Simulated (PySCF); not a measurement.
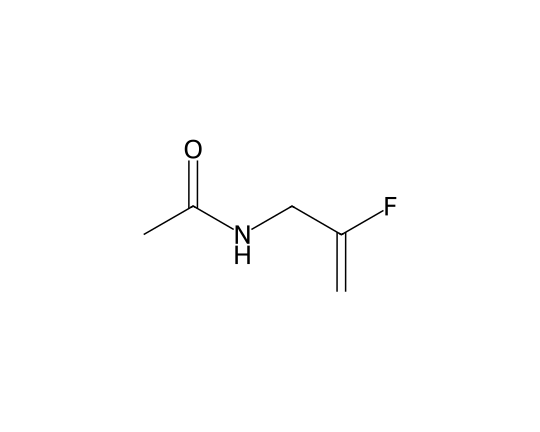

Transcribe the drawing into SMILES.

C=C(F)CNC(C)=O

Give the formula, hydrogens included.

C5H8FNO.

An optimisation with GFN2-xTB gave a structure of which point group?

C1. Other conformers may differ.

The parts below concern this one geometry. Atoms keep their numbers from picture to picture. The geometry was computed by an optimisation with GFN2-xTB. No frequency run is at hand to confirm it as a minimum.

## Excitation

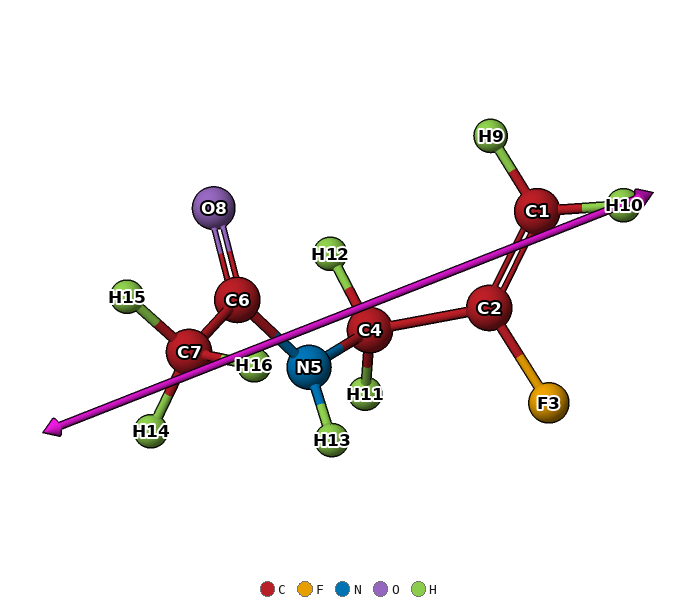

The double arrow shows the direction of the transition dipole to excited singlet state 3 (its length means nothing). No frequency run is at hand to confirm it as a minimum. Properties computed with TDDFT PBE0/def2-SVPD, vertical, gas phase, core orbitals frozen in the response (PySCF 2.14.0).

How is the transition polarised?

Close to the long direction C1···C7.

Give its energy, strength and character.

6.71 eV (185 nm), oscillator strength 0.071, mainly HOMO → LUMO (weight 0.64); transition dipole 1.67 D.

## NMR shielding

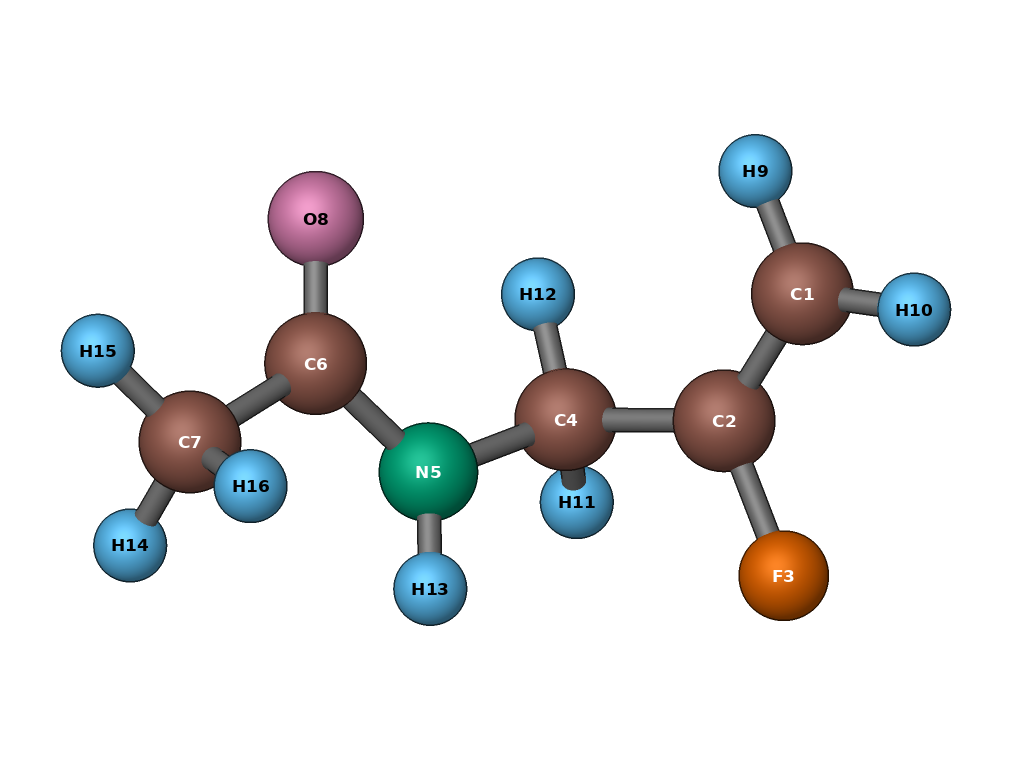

No frequency run is at hand to confirm it as a minimum. Level of theory: GIAO PBE0/pcSseg-1 NMR shielding, non-relativistic, gas phase (PySCF 2.14.0). Principal shieldings σ11 ≤ σ22 ≤ σ33, span Ω = σ33 − σ11, skew κ = 3(σiso − σ22)/Ω.

Give the shielding tensors of the C atoms.

| atom | σ11 | σ22 | σ33 | σiso | Ω | κ |
| --- | --- | --- | --- | --- | --- | --- |
| C1 | −7.5 | 113.9 | 158.6 | 88.3 | 166.1 | −0.46 |
| C2 | −98.8 | 60.0 | 70.5 | 10.6 | 169.3 | −0.88 |
| C4 | 122.7 | 143.8 | 164.9 | 143.8 | 42.2 | 0.00 |
| C6 | −74.6 | 31.5 | 97.1 | 18.0 | 171.7 | −0.24 |
| C7 | 136.6 | 156.3 | 195.3 | 162.7 | 58.8 | 0.33 |

Shieldings and span in ppm.

## Charges

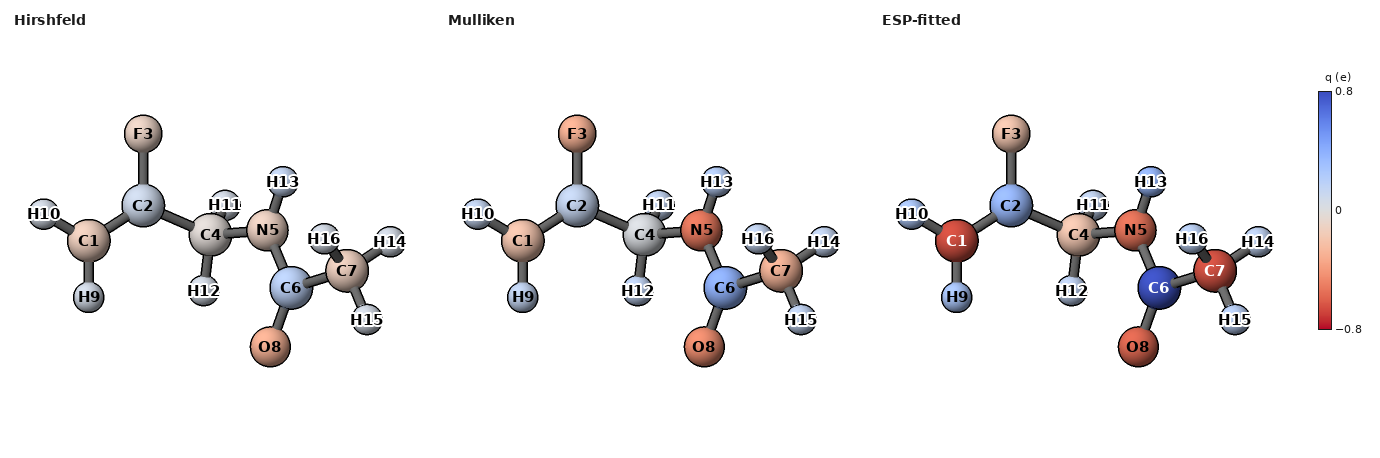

Atomic charges of one calculation by 3 schemes, on one colour scale. No frequency run is at hand to confirm it as a minimum. Computed with PBE0/pcSseg-1 (PySCF 2.14.0).

Which scheme gives the most polar picture (largest mean size of the charges)?

The ESP-fitted charges are the largest in size here, and the Hirshfeld charges the smallest.

On which atom do the schemes disagree most?

On C6 (from 0.18 to 0.76 e).

List the charges (e), one line for each set of equivalent atoms.

```tsv
atom	Hirshfeld	Mulliken	ESP-fitted
C1	−0.13	−0.19	−0.64
C2	0.09	0.13	0.33
F3	−0.10	−0.29	−0.19
C4	−0.03	0.02	−0.18
N5	−0.11	−0.51	−0.53
C6	0.18	0.37	0.76
C7	−0.12	−0.27	−0.63
O8	−0.29	−0.44	−0.56
H9	0.06	0.14	0.25
H10	0.05	0.13	0.24
H11	0.05	0.14	0.13
H12	0.06	0.16	0.16
H13	0.13	0.20	0.34
H14	0.05	0.13	0.15
H15	0.06	0.15	0.18
H16	0.05	0.14	0.17
```

## Quadrupole coupling

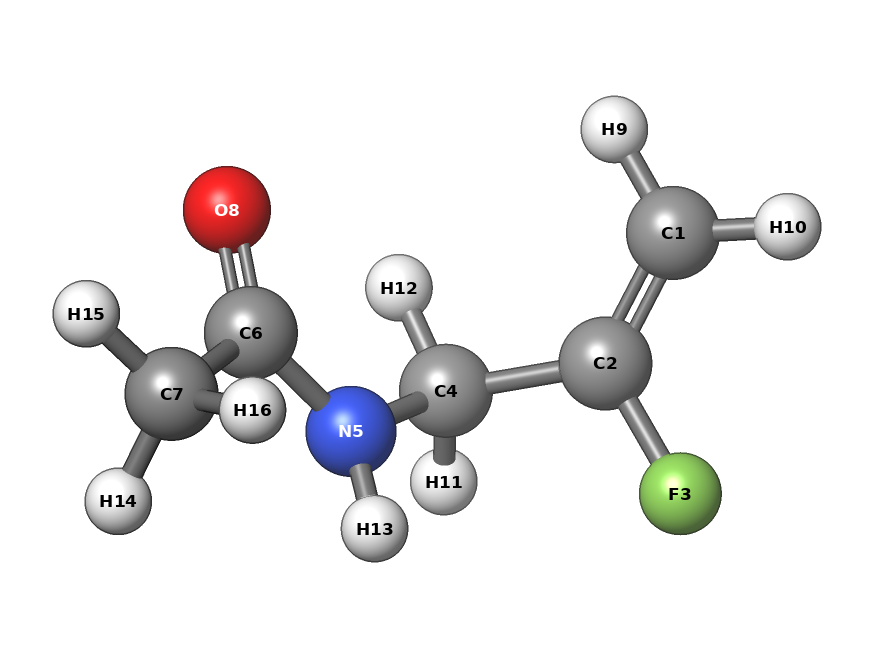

No frequency run is at hand to confirm it as a minimum. Electric field gradients from the ground-state density, PBE0/pcSseg-1 (PySCF 2.14.0), non-relativistic apart from any core potentials.

Give the largest field-gradient component, the quadrupole coupling constant and the asymmetry for 14N at N5 (Q = 20.44 mb), 17O at O8 (Q = −25.6 mb), 2H at H9 (Q = 2.86 mb), 2H at H10 (Q = 2.86 mb).

```
atom  V_zz (a.u.)  e²qQ/h (MHz)     η
  N5       −1.030         −4.95  0.12
  O8       −1.613          9.70  0.01
  H9        0.343         0.230  0.07
 H10        0.340         0.229  0.06
```

Mulliken values depend strongly on the basis set and can even reverse the polarity of a bond.
